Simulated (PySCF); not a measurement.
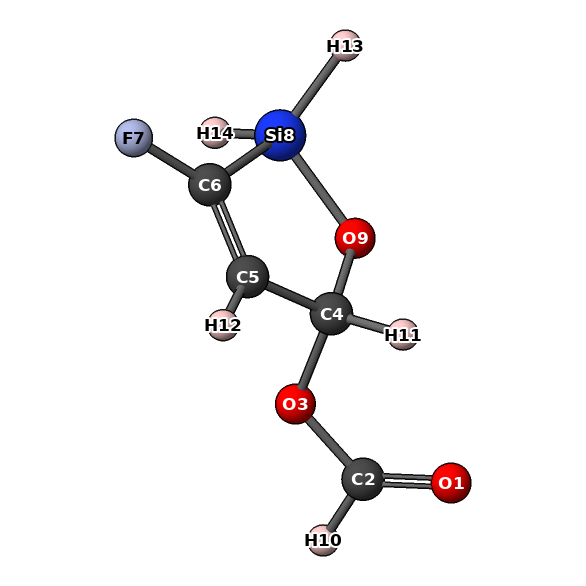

The questions are on isotropic NMR shieldings of the O atoms. The geometry was computed by an optimisation with GFN2-xTB. No frequency run is at hand to confirm it as a minimum. Method: GIAO PBE0/pcSseg-1 NMR shielding, non-relativistic, gas phase (PySCF 2.14.0).

List the isotropic NMR shieldings of the O atoms.

```json
{"atom": "O1", "σ (ppm)": "−101.8"}
{"atom": "O3", "σ (ppm)": "72.4"}
{"atom": "O9", "σ (ppm)": "271.8"}
```

The geometry is semi-empirical. Around Si such bond lengths and angles can be off by a tenth of an ångström or more and by several degrees, and values that hang on the shape move with them.
